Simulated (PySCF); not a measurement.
**C₅H₄F₂: geometry, spin-spin couplings**

What spin-spin couplings should C₅H₄F₂ (`FC1=C(F)CC=C1`) show?

The runs use PySCF 2.14.0, with density-fitted response routines of our own; the level of theory stands in each step. All values are computed, except where a source is named. Atoms are numbered from 0 throughout.

### Step 1. The starting structure

11 atoms, charge 0, multiplicity 1; geometry from: GFN2-xTB. The atoms were then displaced at random by about 0.01 Å, so the start is not that level's minimum.

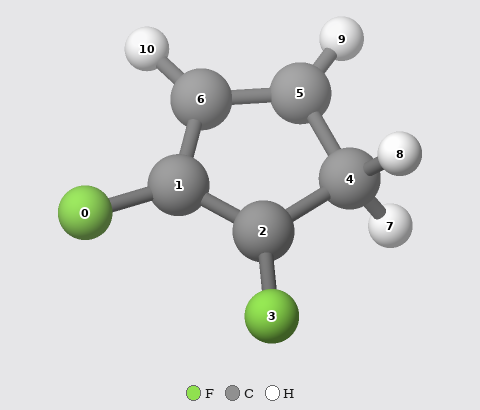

As it starts; fluorine green, carbon grey, hydrogen white, atoms numbered.

### Step 2. Relaxing the molecule at PBE0-D3(BJ)/def2-SVP

What the job is given:

```
{"job": {"xc": "PBE0", "basis": "def2-SVP", "d3": "d3bj", "grid": 1, "shake": 0.01, "kind": "geom"}, "charge": 0, "multiplicity": 1}
F      2.339700     1.152150     0.158770
C      1.121630     0.572260     0.072220
C      0.850630    -0.702630    -0.257470
F      1.766850    -1.668930    -0.572750
C     -0.603470    -0.949900    -0.223460
C     -1.133630     0.401520     0.177580
C     -0.109920     1.259300     0.342540
H     -0.849030    -1.711680     0.505650
H     -0.983140    -1.263180    -1.163830
H     -2.179810     0.591840     0.314480
H     -0.181690     2.293440     0.630610
```

Run with:

```sh
> OMP_NUM_THREADS=1 python probes_run.py task.json out
```

The driver reads the jobs from task.json and runs them one after another.

The program printed:

```text
step   0  E = -391.86165824  max force = 0.034905
step   1  E = -391.86180063  max force = 0.013927
step   2  E = -391.86541072  max force = 0.007028
step   3  E = -391.86592901  max force = 0.009801
step   4  E = -391.86635489  max force = 0.003779
step   5  E = -391.86646837  max force = 0.001687
step   6  E = -391.86650443  max force = 0.000852
step   7  E = -391.86651871  max force = 0.000300
optimisation converged
```

It took 43 s on 1 thread of Arm Neoverse V1, shared host; peak memory 0.52 GiB.

The steps of the relaxation:

| step | energy from step 0 (eV) | largest force component (eV/Å) |
| --- | --- | --- |
| 0 | 0.0000 | 1.7949 |
| 1 | -0.0039 | 0.7162 |
| 2 | -0.1021 | 0.3614 |
| 3 | -0.1162 | 0.5040 |
| 4 | -0.1278 | 0.1943 |
| 5 | -0.1309 | 0.0867 |
| 6 | -0.1319 | 0.0438 |
| 7 | -0.1323 | 0.0154 |

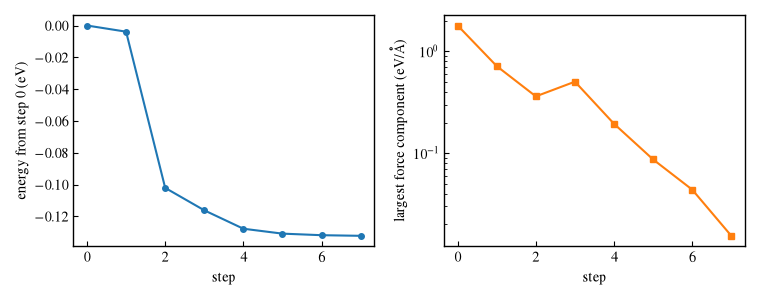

Energy and largest force along the relaxation.

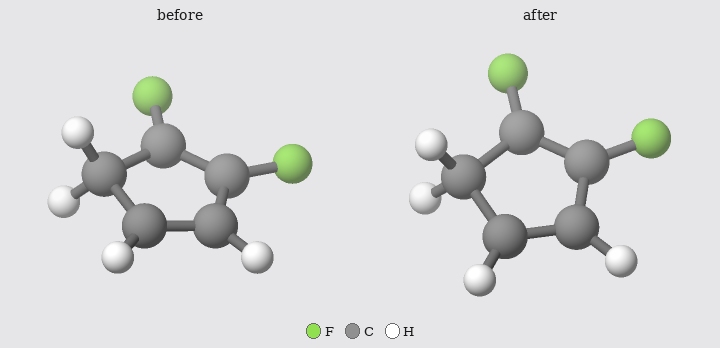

Before and after, at one scale.

Close pairs (by a distance rule), those that changed most:

| bond | before (Å) | after (Å) | change (Å) |
| --- | --- | --- | --- |
| C2–F3 | 1.368 | 1.323 | -0.045 |
| C4–H8 | 1.061 | 1.105 | +0.044 |
| F0–C1 | 1.352 | 1.323 | -0.029 |
| C1–C6 | 1.436 | 1.459 | +0.023 |
| C4–H7 | 1.083 | 1.105 | +0.022 |
| C5–H9 | 1.072 | 1.090 | +0.017 |
| C6–H10 | 1.076 | 1.091 | +0.015 |
| C2–C4 | 1.475 | 1.489 | +0.013 |

The final coordinates are the input of the step that follows.

| at the end point | value |
| --- | --- |
| point group (found at 0.08 Å tolerance) | Cs |
| rotational constants (GHz, main isotopes) | 3.615, 3.170, 1.707 |
| dipole moment (D) | 2.42 |

### Step 3. Spin-spin couplings: B3LYP/cc-pVTZ

What the job is given:

```
{"job": {"kind": "j", "xc": "B3LYP", "basis": "cc-pVTZ"}, "charge": 0, "multiplicity": 1}
F      2.284847     1.183803    -0.362831
C      1.121299     0.583502    -0.175021
C      0.782705    -0.671349    -0.530273
F      1.533550    -1.573791    -1.140309
C     -0.627552    -0.933702    -0.132374
C     -1.046790     0.357653     0.505092
C     -0.016291     1.227009     0.472968
H     -0.702433    -1.782932     0.570712
H     -1.256036    -1.191158    -1.003899
H     -2.035458     0.532822     0.928068
H      0.006846     2.247485     0.857054
```

Method: B3LYP/cc-pVTZ indirect spin-spin coupling, non-relativistic, gas phase.

The program printed:

```text
coarse grid: 10088 points
cycle   1  E = -392.6482481957  dE =  1.172e+00  |g| = 6.386e-01  |ddm| = 7.421e+00
cycle   2  E = -392.5846094207  dE =  6.364e-02  |g| = 9.147e-01  |ddm| = 2.739e+00
cycle   3  E = -392.7139290588  dE = -1.293e-01  |g| = 1.195e-01  |ddm| = 1.634e+00
cycle   4  E = -392.7164832343  dE = -2.554e-03  |g| = 4.945e-02  |ddm| = 2.377e-01
cycle   5  E = -392.7170211567  dE = -5.379e-04  |g| = 1.291e-02  |ddm| = 8.622e-02
cycle   6  E = -392.7170497125  dE = -2.856e-05  |g| = 5.872e-03  |ddm| = 2.688e-02
cycle   7  E = -392.7170575140  dE = -7.801e-06  |g| = 9.019e-04  |ddm| = 9.556e-03
final grid: 100736 points
cycle   8  E = -392.7122586868  dE = -6.901e-05  |g| = 7.604e-03  |ddm| = 9.366e-02
cycle   9  E = -392.7122435075  dE =  1.518e-05  |g| = 1.214e-02  |ddm| = 2.846e-02
cycle  10  E = -392.7122684524  dE = -2.494e-05  |g| = 7.960e-04  |ddm| = 1.854e-02
cycle  11  E = -392.7122685397  dE = -8.730e-08  |g| = 3.429e-04  |ddm| = 1.998e-03
cycle  12  E = -392.7122685645  dE = -2.479e-08  |g| = 9.945e-05  |ddm| = 5.988e-04
cycle  13  E = -392.7122685663  dE = -1.775e-09  |g| = 4.134e-05  |ddm| = 1.936e-04
cycle  14  E = -392.7122685667  dE = -4.267e-10  |g| = 6.982e-06  |ddm| = 6.600e-05
converged SCF energy = -392.7122685667

Indirect spin-spin couplings (Hz)
  i      j    bonds     total        FC       PSO       DSO        SD
  0 F    1 C    1   -322.245  -319.484    -4.790     0.973     1.055
  0 F    2 C    2     -0.356    12.902   -25.959    -0.117    12.817
  0 F    3 F    3     15.203     3.540   -20.091    -0.384    32.137
  0 F    4 C    3     -0.503     2.380    -2.781    -0.375     0.273
  0 F    5 C    3      1.912     7.659    -0.915    -0.391    -4.441
  0 F    6 C    2     18.466    21.682    -6.218    -0.128     3.130
  0 F    7 H    4      3.493     4.689     0.343    -1.444    -0.094
  0 F    8 H    4      3.414     4.600     0.349    -1.442    -0.094
  0 F    9 H    4      4.273     5.627     0.332    -1.569    -0.116
  0 F   10 H    3      0.064     0.793    -0.253    -0.355    -0.122
  1 C    2 C    1    134.167   140.601    -6.831     0.397         -
  1 C    3 F    2      2.958    15.962   -24.902    -0.119    12.016
  1 C    4 C    2     17.172    17.088     0.029     0.054         -
  1 C    5 C    2      4.334     4.142     0.145     0.047         -
  1 C    6 C    1     68.955    71.719    -3.087     0.324         -
  1 C    7 H    3      2.544     2.618     0.185    -0.259         -
  1 C    8 H    3      2.571     2.643     0.187    -0.260         -
  1 C    9 H    3     10.949    11.072     0.311    -0.434         -
  1 C   10 H    2      1.686     2.072    -0.246    -0.139         -
  2 C    3 F    1   -336.261  -327.675    -5.547     0.969    -4.008
  2 C    4 C    1     51.787    53.610    -2.142     0.318         -
  2 C    5 C    2      2.577     2.402     0.112     0.063         -
  2 C    6 C    2     17.868    17.809     0.008     0.051         -
  2 C    7 H    2     -6.275    -6.188    -0.168     0.081         -
  2 C    8 H    2     -6.224    -6.136    -0.169     0.081         -
  2 C    9 H    3      6.609     6.595     0.417    -0.404         -
  2 C   10 H    3      8.141     8.219     0.371    -0.449         -
  3 F    4 C    2     11.990    17.027    -5.920    -0.127     1.011
  3 F    5 C    3      9.259     7.297    -5.974    -0.359     8.295
  3 F    6 C    3     -4.727     1.383    -1.425    -0.386    -4.300
  3 F    7 H    3     -0.771    -1.560     1.054    -0.466     0.201
  3 F    8 H    3     -0.688    -1.470     1.051    -0.456     0.187
  3 F    9 H    4      1.499     2.622    -0.098    -1.545     0.520
  3 F   10 H    4      2.145     3.740     0.305    -1.646    -0.255
  4 C    5 C    1     32.550    33.950    -1.634     0.234         -
  4 C    6 C    2     -0.452    -0.091    -0.368     0.007         -
  4 C    7 H    1    116.570   114.526     1.105     0.940         -
  4 C    8 H    1    116.837   114.797     1.101     0.939         -
  4 C    9 H    2      6.116     6.376     0.038    -0.298         -
  4 C   10 H    3      8.177     8.342     0.348    -0.514         -
  5 C    6 C    1     80.954    89.830    -9.086     0.211         -
  5 C    7 H    2     -4.245    -4.241     0.102    -0.106         -
  5 C    8 H    2     -4.282    -4.276     0.104    -0.110         -
  5 C    9 H    1    171.079   169.799     0.483     0.798         -
  5 C   10 H    2      0.859     2.380    -1.035    -0.486         -
  6 C    7 H    3      2.702     2.921     0.147    -0.366         -
  6 C    8 H    3      2.705     2.926     0.148    -0.368         -
  6 C    9 H    2      2.832     4.361    -1.061    -0.468         -
  6 C   10 H    1    161.512   160.215     0.420     0.877         -
  7 H    8 H    2    -22.269   -22.323     1.939    -1.885         -
  7 H    9 H    3      1.818     1.895     0.784    -0.861         -
  7 H   10 H    4     -1.708    -1.375     1.504    -1.837         -
  8 H    9 H    3      1.804     1.885     0.803    -0.885         -
  8 H   10 H    4     -1.690    -1.356     1.509    -1.844         -
  9 H   10 H    3      5.963     6.281     0.693    -1.011         -
```

Wall time 52 s (1 thread of Arm Neoverse V1, shared host); peak memory 1 GiB.

The basis is not made for couplings: without tight functions at the nuclei these values are rough.

A choice of the couplings up to four bonds, sorted by the number of bonds, with means over like pairs; isotopes 13C, 19F, 1H:

| pair | bonds | J (Hz) | Fermi contact (Hz) | dihedral (°) |
| --- | --- | --- | --- | --- |
| C2–F3 | 1 | -336.3 | -327.7 | – |
| F0–C1 | 1 | -322.2 | -319.5 | – |
| C5–H9 | 1 | 171.1 | 169.8 | – |
| C6–H10 | 1 | 161.5 | 160.2 | – |
| C1–C2 | 1 | 134.2 | 140.6 | – |
| C4–H7 | 1 | 116.7 | 114.7 | – |
| C5–C6 | 1 | 81.0 | 89.8 | – |
| C1–C6 | 1 | 69.0 | 71.7 | – |
| C2–C4 | 1 | 51.8 | 53.6 | – |
| H7–H8 | 2 | -22.3 | -22.3 | – |
| F0–C6 | 2 | 18.5 | 21.7 | – |
| C2–C6 | 2 | 17.9 | 17.8 | – |
| C1–C4 | 2 | 17.2 | 17.1 | – |
| F3–C4 | 2 | 12.0 | 17.0 | – |
| C2–H7 | 2 | -6.2 | -6.2 | – |
| C4–H9 | 2 | 6.1 | 6.4 | – |
| C1–C5 | 2 | 4.3 | 4.1 | – |
| C5–H7 | 2 | -4.3 | -4.3 | – |
| F0–F3 | 3 | 15.2 | 3.5 | 0 |
| C1–H9 | 3 | 10.9 | 11.1 | 180 |
| F3–C5 | 3 | 9.3 | 7.3 | -180 |
| C4–H10 | 3 | 8.2 | 8.3 | -180 |
| C2–H10 | 3 | 8.1 | 8.2 | 180 |
| C2–H9 | 3 | 6.6 | 6.6 | -180 |
| H9–H10 | 3 | 6.0 | 6.3 | 0 |
| F3–C6 | 3 | -4.7 | 1.4 | 180 |
| C6–H7 | 3 | 2.7 | 2.9 | 120 |
| F0–H9 | 4 | 4.3 | 5.6 | – |
| F0–H7 | 4 | 3.5 | 4.6 | – |
| F3–H10 | 4 | 2.1 | 3.7 | – |
| H7–H10 | 4 | -1.7 | -1.4 | – |
| F3–H9 | 4 | 1.5 | 2.6 | – |

The spin-dipole term was solved for some atoms only; pairs without it lack that part.

### Step 4. J couplings: B3LYP/6-31G*

Settings changed since step 3:

```diff
@@ -1,2 +1,2 @@
-{"job": {"kind": "j", "xc": "B3LYP", "basis": "cc-pVTZ"}, "charge": 0, "multiplicity": 1}
+{"job": {"kind": "j", "xc": "B3LYP", "basis": "6-31G*"}, "charge": 0, "multiplicity": 1}
 F      2.284847     1.183803    -0.362831
```

Method: B3LYP/6-31G* indirect spin-spin coupling, non-relativistic, gas phase.

The program printed:

```text
coarse grid: 10088 points
cycle   1  E = -392.5080597736  dE =  1.186e+00  |g| = 6.428e-01  |ddm| = 3.403e+00
cycle   2  E = -392.4431702040  dE =  6.489e-02  |g| = 9.054e-01  |ddm| = 1.375e+00
cycle   3  E = -392.5799314147  dE = -1.368e-01  |g| = 1.185e-01  |ddm| = 8.655e-01
cycle   4  E = -392.5829667195  dE = -3.035e-03  |g| = 3.651e-02  |ddm| = 1.433e-01
cycle   5  E = -392.5832466590  dE = -2.799e-04  |g| = 1.446e-02  |ddm| = 4.039e-02
cycle   6  E = -392.5832944842  dE = -4.783e-05  |g| = 3.920e-03  |ddm| = 1.646e-02
cycle   7  E = -392.5832981360  dE = -3.652e-06  |g| = 1.021e-03  |ddm| = 4.709e-03
final grid: 100736 points
cycle   8  E = -392.5505440702  dE = -1.407e-05  |g| = 7.138e-03  |ddm| = 1.780e-02
cycle   9  E = -392.5505305558  dE =  1.351e-05  |g| = 1.120e-02  |ddm| = 1.623e-02
cycle  10  E = -392.5505543037  dE = -2.375e-05  |g| = 6.968e-04  |ddm| = 1.047e-02
cycle  11  E = -392.5505544088  dE = -1.051e-07  |g| = 1.638e-04  |ddm| = 7.139e-04
cycle  12  E = -392.5505544132  dE = -4.437e-09  |g| = 9.298e-05  |ddm| = 1.978e-04
cycle  13  E = -392.5505544153  dE = -2.060e-09  |g| = 2.096e-05  |ddm| = 9.898e-05
cycle  14  E = -392.5505544154  dE = -1.110e-10  |g| = 5.486e-06  |ddm| = 2.646e-05
converged SCF energy = -392.5505544154

Indirect spin-spin couplings (Hz)
  i      j    bonds     total        FC       PSO       DSO        SD
  0 F    1 C    1   -198.838  -198.835    -1.082     1.107    -0.028
  0 F    2 C    2     15.840    28.111   -23.793    -0.093    11.615
  0 F    3 F    3     24.965    11.868   -17.380    -0.306    30.783
  0 F    4 C    3      1.180     3.878    -2.566    -0.363     0.231
  0 F    5 C    3     -0.171     5.341    -0.955    -0.379    -4.178
  0 F    6 C    2     24.730    27.573    -5.769    -0.101     3.027
  0 F    7 H    4      5.423     6.815     0.112    -1.403    -0.100
  0 F    8 H    4      5.324     6.705     0.120    -1.401    -0.100
  0 F    9 H    4      4.674     6.164     0.001    -1.529     0.038
  0 F   10 H    3     -2.684    -1.526    -0.765    -0.290    -0.104
  1 C    2 C    1    120.019   125.994    -6.370     0.396         -
  1 C    3 F    2     17.499    29.483   -22.876    -0.095    10.986
  1 C    4 C    2     15.253    15.148     0.051     0.054         -
  1 C    5 C    2      0.324     0.102     0.175     0.046         -
  1 C    6 C    1     87.271    89.520    -2.576     0.326         -
  1 C    7 H    3      4.824     4.933     0.146    -0.255         -
  1 C    8 H    3      4.805     4.913     0.148    -0.256         -
  1 C    9 H    3     10.315    10.508     0.236    -0.429         -
  1 C   10 H    2      0.151     0.595    -0.320    -0.124         -
  2 C    3 F    1   -216.157  -210.520    -1.931     1.103    -4.808
  2 C    4 C    1     71.670    73.062    -1.712     0.320         -
  2 C    5 C    2      9.849     9.582     0.204     0.063         -
  2 C    6 C    2     11.429    11.344     0.035     0.051         -
  2 C    7 H    2     -7.109    -7.018    -0.185     0.093         -
  2 C    8 H    2     -7.018    -6.925    -0.186     0.094         -
  2 C    9 H    3      3.139     3.199     0.338    -0.399         -
  2 C   10 H    3      7.676     7.835     0.285    -0.444         -
  3 F    4 C    2     16.838    20.772    -4.906    -0.104     1.076
  3 F    5 C    3     18.176    16.395    -5.625    -0.347     7.753
  3 F    6 C    3     -7.342    -1.495    -1.344    -0.373    -4.129
  3 F    7 H    3     -1.689    -1.986     0.563    -0.399     0.132
  3 F    8 H    3     -1.576    -1.872     0.564    -0.389     0.121
  3 F    9 H    4     -1.587     0.219    -0.416    -1.506     0.115
  3 F   10 H    4      2.992     4.628     0.073    -1.605    -0.103
  4 C    5 C    1     55.671    56.734    -1.299     0.236         -
  4 C    6 C    2     -0.745    -0.483    -0.269     0.007         -
  4 C    7 H    1    149.015   147.255     0.756     1.004         -
  4 C    8 H    1    149.207   147.451     0.753     1.004         -
  4 C    9 H    2      5.673     5.944     0.016    -0.287         -
  4 C   10 H    3      7.259     7.514     0.252    -0.507         -
  5 C    6 C    1     90.414    98.250    -8.047     0.211         -
  5 C    7 H    2     -5.431    -5.396     0.057    -0.093         -
  5 C    8 H    2     -5.517    -5.478     0.058    -0.097         -
  5 C    9 H    1    178.824   177.902     0.034     0.888         -
  5 C   10 H    2     -3.631    -2.092    -1.064    -0.475         -
  6 C    7 H    3      5.875     6.134     0.103    -0.362         -
  6 C    8 H    3      5.901     6.162     0.103    -0.364         -
  6 C    9 H    2     -2.113    -0.563    -1.093    -0.457         -
  6 C   10 H    1    171.422   170.493    -0.040     0.969         -
  7 H    8 H    2    -25.811   -25.207     1.147    -1.751         -
  7 H    9 H    3      1.590     2.015     0.393    -0.818         -
  7 H   10 H    4     -2.469    -1.680     1.021    -1.811         -
  8 H    9 H    3      1.577     2.011     0.408    -0.842         -
  8 H   10 H    4     -2.454    -1.663     1.026    -1.818         -
  9 H   10 H    3      6.756     7.472     0.251    -0.967         -
```

It took 13 s on 1 thread of Arm Neoverse V1, shared host; peak memory 0.61 GiB.

The basis is not made for couplings: without tight functions at the nuclei these values are rough.

This run: J(C2,F3) -216.2 Hz, J(F0,C1) -198.8 Hz, J(C5,H9) 178.8 Hz (means over like pairs).

### Step 5. Comparing the runs: spin-spin couplings

Couplings (Hz), each a mean over the pairs like the one named, with basis size and wall time:

| run | C2–F3 | F0–C1 | C5–H9 | C6–H10 | C1–C2 | C4–H7 | C5–C6 | functions | time |
| --- | --- | --- | --- | --- | --- | --- | --- | --- | --- |
| B3LYP/cc-pVTZ | -336.3 | -322.2 | 171.1 | 161.5 | 134.2 | 116.7 | 81.0 | 266 | 52 s |
| B3LYP/6-31G* | -216.2 | -198.8 | 178.8 | 171.4 | 120.0 | 149.1 | 90.4 | 106 | 13 s |

### Step 6. Results

| quantity | value |
| --- | --- |
| point group | Cs |
| rotational constants (main isotopes) | 3.61, 3.17, 1.71 GHz |
| largest coupling of the table (B3LYP/cc-pVTZ) | 1J(C,F) C2–F3, -336.3 Hz |
| range of J(C2,F3), mean over like pairs | -336.3 to -216.2 Hz |

**Reading.** The optimisation took 7 steps and gained 0.132 eV; among the close pairs (by a distance rule), C2–F3 changed most, from 1.368 to 1.323 Å. No frequency check was run at this level, so the end point may be a saddle. In the run at B3LYP/cc-pVTZ, the largest coupling of the table is C2–F3, -336.3 Hz, of which the Fermi-contact term gives -327.7 Hz. Couplings across rotatable bonds belong to this one conformer; where others are populated, the observed values are averages. Density functionals describe couplings to fluorine poorly, F–F couplings above all, so those rows are rough. The coupling C2–F3, as a mean over pairs of its kind, runs from -336.3 Hz (B3LYP/cc-pVTZ) to -216.2 Hz (B3LYP/6-31G*). Couplings from bases without tight functions are rough.
